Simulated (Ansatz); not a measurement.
# RPA@PBE0/def2-SVPD run of CH6Ge (methyl germane)

Aim: the vertical ionisation energy of CH6Ge (methyl germane) at RPA@PBE0/def2-SVPD, from 2 runs. 

The results are computed with Ansatz 0.2.0.

28 further runs of the same task are left out: 28 set aside as unsound or not needed.

**1. Starting point**

CH6Ge: 8 atoms, total charge 0, spin state singlet. As SMILES, `[CH3][GeH3]`. The shape is that of a PBE0-D4/def2-TZVP optimisation.

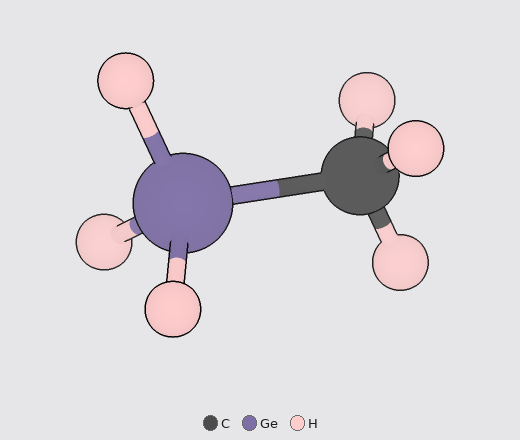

The structure, seen from a chosen angle (carbon dark grey, germanium purple, hydrogen pink).

**2. A single-point energy at RPA@PBE0/def2-SVPD**

job.yaml

```yaml
crystal:
  periodic: [false, false, false]
  atoms:
    - {symbol: C, position_ang: [-0.310900, 0.190300, -0.971400]}
    - {symbol: Ge, position_ang: [0.296900, -0.181900, 0.846700]}
    - {symbol: H, position_ang: [-1.380100, 0.404200, -0.976500]}
    - {symbol: H, position_ang: [0.218800, 1.052200, -1.378400]}
    - {symbol: H, position_ang: [-0.124600, -0.669400, -1.616000]}
    - {symbol: H, position_ang: [0.030700, 1.028200, 1.760100]}
    - {symbol: H, position_ang: [1.807100, -0.479600, 0.857700]}
    - {symbol: H, position_ang: [-0.445700, -1.401200, 1.422100]}
basis:
  gaussian:
    orbitals: def2-SVPD
hamiltonian:
  xc: {name: PBE0}
correlation:
  method: rpa
  frozen_orbitals: {C: 1, Ge: 9, H: 0}
accuracy: high
```

Command:

```
$ ansatz run job.yaml --threads 1 --pin off --max-ram 3480MiB --events-out events.jsonl --progress --plain --runs-dir runs
```

Standard output:

```text
Warning: RAYON_NUM_THREADS=1 ignored (pool sized by the plan → 1); use --threads N
Functional definition: PBE0
  name "PBE0"
  parameter a = 0.25
  parameter kappa = 0.804
  parameter beta = 0.06672455060314922
  exchange = (1 - a)*pbe_x(kappa = kappa, mu = beta*pi^2/3) + a*exact_x
  correlation = pbe_c(beta = beta)
2130 factors; integrals over basis functions are off by at most 4.4e-9 eV
mean field evaluation 1: about -57632.6251 eV, gradient 4.2e1 eV
mean field evaluation 2: about -57632.6850 eV, gradient 4.2e1 eV
mean field evaluation 4: about -57636.5126 eV, gradient 2.7e0 eV
mean field evaluation 8: about -57636.5401 eV, gradient 8.2e-2 eV
mean field evaluation 16: about -57636.5401 eV, gradient 1.2e-6 eV
mean field -57636.54013282 eV, -2118.1037824310 hartree, gradient 5.8e-8 eV, S^2 0.000000; 0 other end points of the search recorded, 0 dependent functions left out
10 core orbitals not correlated: weight in the atoms' cores, before any rotation towards them, 1.000 or more for the frozen orbitals, at most 0.000 for the correlated occupied ones
reference -57590.55798965 eV, -2116.4139698373 hartree; 12, 12 occupied and 84, 84 virtual orbitals, 2130 factors
Total energy: -57607.10248747 eV, -2117.0219689180 hartree
```

Run time: 20 s. Hardware: 1 thread of Arm Neoverse V1, shared host; peak memory 0.37 GiB.

**3. The doublet cation**

in.yaml

```yaml
basis:
  gaussian:
    orbitals: def2-SVPD
crystal:
  periodic: [false, false, false]
  atoms:
    - {symbol: C, position_ang: [-0.310900, 0.190300, -0.971400]}
    - {symbol: Ge, position_ang: [0.296900, -0.181900, 0.846700]}
    - {symbol: H, position_ang: [-1.380100, 0.404200, -0.976500]}
    - {symbol: H, position_ang: [0.218800, 1.052200, -1.378400]}
    - {symbol: H, position_ang: [-0.124600, -0.669400, -1.616000]}
    - {symbol: H, position_ang: [0.030700, 1.028200, 1.760100]}
    - {symbol: H, position_ang: [1.807100, -0.479600, 0.857700]}
    - {symbol: H, position_ang: [-0.445700, -1.401200, 1.422100]}
total_charge: 1
magnetization:
  spin_polarized: true
  initial_magnetization: 1
hamiltonian:
  xc: {name: PBE0}
correlation:
  method: rpa
  frozen_orbitals: {C: 1, Ge: 9, H: 0}
accuracy: high
```

Command:

```
$ ansatz run in.yaml --threads 1 --pin off --max-ram 3480MiB --events-out events.jsonl --progress --plain --runs-dir runs
```

Standard output (excerpt; [...] marks lines left out):

```text
Warning: RAYON_NUM_THREADS=1 ignored (pool sized by the plan → 1); use --threads N
[... 2 set-up lines as earlier in the session ...]
[...]
2130 factors; integrals over basis functions are off by at most 4.4e-9 eV
[...]
mean field -57625.29347169 eV, -2117.6904752577 hartree, gradient 1.1e-8 eV, S^2 0.753731; 5 other end points of the search recorded, 0 dependent functions left out
10 core orbitals not correlated: weight in the atoms' cores, before any rotation towards them, 1.000 or more for the frozen orbitals, at most 0.000 for the correlated occupied ones
reference -57580.02114743 eV, -2116.0267480280 hartree; 12, 11 occupied and 84, 85 virtual orbitals, 2130 factors
Total energy: -57595.76301477 eV, -2116.6052509823 hartree
```

Wall time 60 s (1 thread of Arm Neoverse V1, shared host); peak memory 0.64 GiB.

**4. Summary of results**

Level: RPA@PBE0/def2-SVPD, 10 core orbitals frozen.

| quantity | value |
| --- | --- |
| singlet CH6Ge: total energy | -2117.02197 Eh |
| singlet CH6Ge: RPA correlation energy (valence) | -608.0 mEh |
| doublet cation: total energy | -2116.60525 Eh |
| doublet cation: RPA correlation energy (valence) | -578.5 mEh |
| doublet cation: ⟨S²⟩ of the reference determinant | 0.754 |
| vertical ionisation energy (to the doublet cation) | 11.339 eV |

In words: Removing an electron at fixed nuclei costs 11.34 eV (1094 kJ/mol).
